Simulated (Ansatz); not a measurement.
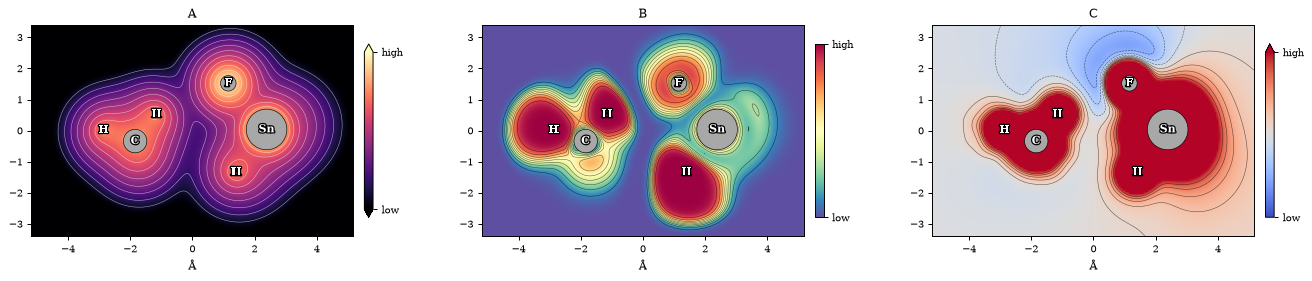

FH$_{3}$Sn···CH$_{4}$: 3 fields on the plane of atoms H6, C2 and H10, with unlabelled colour scales. Grey discs cover the atomic cores.

The product side of a reaction path; geometry: PBE0-D4/def2-TZVP; core potentials replace the inner electrons of Sn.

The calculation used RKS PBE0-D4/def2-TZVPP in Ansatz.

```tsv
atom	x (Å)	y (Å)	z (Å)
Sn	-0.9902	1.9182	0.0159
C	0.8918	-1.8836	-0.0894
H	-1.3218	0.5497	-0.9357
H	-2.2282	2.3090	1.1141
H	-0.4138	3.2497	-0.8711
H	1.0573	-0.9801	0.4969
F	0.4964	1.4012	1.1297
H	-0.1177	-2.2559	0.0872
H	1.0137	-1.6606	-1.1497
H	1.6125	-2.6474	0.2021
```

Match the panels to the quantities (electron density, electron localisation function and electrostatic potential).

Answer. Panel A: electron density. Panel B: electron localisation function. Panel C: electrostatic potential (strongly positive close to the atoms, with negative regions outside electron-rich atoms). From the grid: F7···H6 (2.53 Å): the density falls to about 0.05 e/Å³ on the way; the ELF dips to about 0 between them; a non-bonded, intermolecular contact. Sn–F (1.93 Å): ρ is about 0.82 e/Å³ halfway; the ELF peaks at about 0.80 in the valence shell of F, 0.5 Å from its nucleus, and drops to about 0.15 between the two atoms.
